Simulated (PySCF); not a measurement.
**C2H3OSi (SMILES [C]#C[SiH2]O) at UB2PLYP/def2-SVP**

What is the vertical ionisation energy of C2H3OSi at UB2PLYP/def2-SVP? 

The results are computed with PySCF 2.14.0.

## Step 1: The system as given

C2H3OSi has 7 atoms, charge 0, and is taken as a doublet. As SMILES, `[C]#C[SiH2]O`. The coordinates come from a PBE0-D4/def2-TZVP relaxation. This is one conformer, not always the lowest.

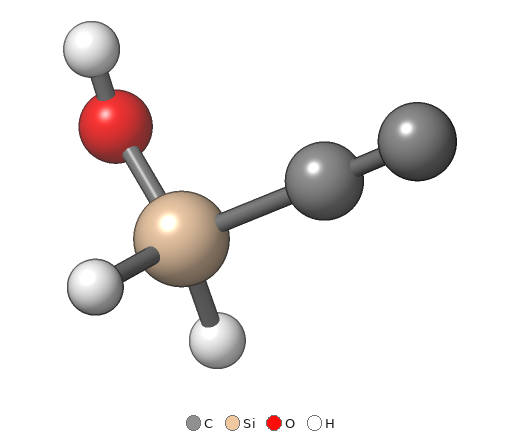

Viewed from a chosen angle; carbon grey, silicon light orange, oxygen red, hydrogen white.

## Step 2: A single-point energy at UB2PLYP/def2-SVP

input.py reads:

```python
from pyscf import gto, dft, mp

mol = gto.Mole()
mol.atom = [
    ('C', (0.791900, -2.383800, 0.809900)),
    ('C', (0.496100, -1.231800, 0.570300)),
    ('Si', (0.076200, 0.507700, 0.171200)),
    ('O', (-1.162800, 0.586900, -0.897700)),
    ('H', (1.315200, 1.128900, -0.358000)),
    ('H', (-0.387900, 1.188500, 1.396200)),
    ('H', (-1.067400, 0.135800, -1.737700)),
]
mol.basis = 'def2-svp'
mol.verbose = 3
mol.spin = 1
mol.max_memory = 1860
mol.charge = 0
mol.build()

mf = dft.UKS(mol, xc='0.53*HF + 0.47*B88, 0.73*LYP')
mf.grids.level = 3
mf.conv_tol = 1e-10
mf.kernel()
if not mf.converged:
    mf = mf.newton().run(mf.mo_coeff, mf.mo_occ)

pt = mp.MP2(mf, frozen=8).run()
energy = mf.e_tot + 0.27 * pt.e_corr
print('PT2 part  %.8f' % (0.27 * pt.e_corr))
print('E(%s) = %.9f' % ('B2PLYP', energy))
```

The run is started by

```console
$ OMP_NUM_THREADS=1 python input.py
```

What it wrote:

```text
WARN: HOMO -0.299325690964899 >= LUMO -0.2993256909649

converged SCF energy = -441.939563084208  <S^2> = 0.82387502  2S+1 = 2.0725588
E(UMP2) = -442.556762466474  E_corr = -0.617199382265252
E(SCS-UMP2) = -442.545580139554  E_corr = -0.606017055345574
PT2 part  -0.16664383
E(B2PLYP) = -442.106206917
```

Wall time 18 s (1 thread of Arm Neoverse V1, shared host); peak memory 0.36 GiB.

## Step 3: The singlet cation, same level

input.py reads:

```python
from pyscf import gto, dft, mp

mol = gto.Mole()
mol.atom = '''
C    0.791900  -2.383800   0.809900
C    0.496100  -1.231800   0.570300
Si   0.076200   0.507700   0.171200
O   -1.162800   0.586900  -0.897700
H    1.315200   1.128900  -0.358000
H   -0.387900   1.188500   1.396200
H   -1.067400   0.135800  -1.737700
'''
mol.verbose = 3
mol.max_memory = 1860
mol.basis = 'def2-svp'
mol.charge = 1
mol.build()

ks = dft.RKS(mol)
ks.xc = '0.53*HF + 0.47*B88, 0.73*LYP'
ks.grids.level = 3
ks.conv_tol = 1e-10
ks.kernel()
if not ks.converged:
    ks = ks.newton().run(ks.mo_coeff, ks.mo_occ)

pt = mp.MP2(ks, frozen=8).run()
e_tot = ks.e_tot + 0.27 * pt.e_corr
print('PT2 part  %.8f' % (0.27 * pt.e_corr))
print(f'total energy: {e_tot:.8f} hartree')
```

The run is started by

```console
$ OMP_NUM_THREADS=1 python input.py
```

What it wrote:

```text
converged SCF energy = -441.447138117933
E(RMP2) = -442.228471646247  E_corr = -0.781333528313501
E(SCS-RMP2) = -442.218460171126  E_corr = -0.771322053193225
PT2 part  -0.21096005
total energy: -441.65809817 hartree
```

Run time: 11 s. Hardware: 1 thread of Arm Neoverse V1, shared host; peak memory 0.35 GiB.

## Step 4: Summary of results

Level: UB2PLYP/def2-SVP, 8 core orbitals frozen.

```
                                                                 quantity          value
                                            doublet C2H3OSi: total energy  -442.10621 Eh
                                doublet C2H3OSi: dipole moment (SCF part)         1.28 D
doublet C2H3OSi: HOMO energy (SCF part's orbitals) (highest over α and β)       -9.32 eV
 doublet C2H3OSi: LUMO energy (SCF part's orbitals) (lowest over α and β)       -2.88 eV
                                                    doublet C2H3OSi: ⟨S²⟩          0.824
                                             singlet cation: total energy  -441.65810 Eh
                        singlet cation: HOMO energy (SCF part's orbitals)      -16.03 eV
                        singlet cation: LUMO energy (SCF part's orbitals)      -13.56 eV
                      singlet cation: HOMO–LUMO gap (SCF part's orbitals)        2.47 eV
                       vertical ionisation energy (to the singlet cation)      12.194 eV
```

Removing an electron at fixed nuclei costs 12.19 eV (281 kcal/mol). Only the singlet of the ionised species was computed; a triplet could lie lower. Mulliken charges (doublet C2H3OSi) run from -0.45 on O4 to +0.78 on Si3; they depend strongly on the basis.
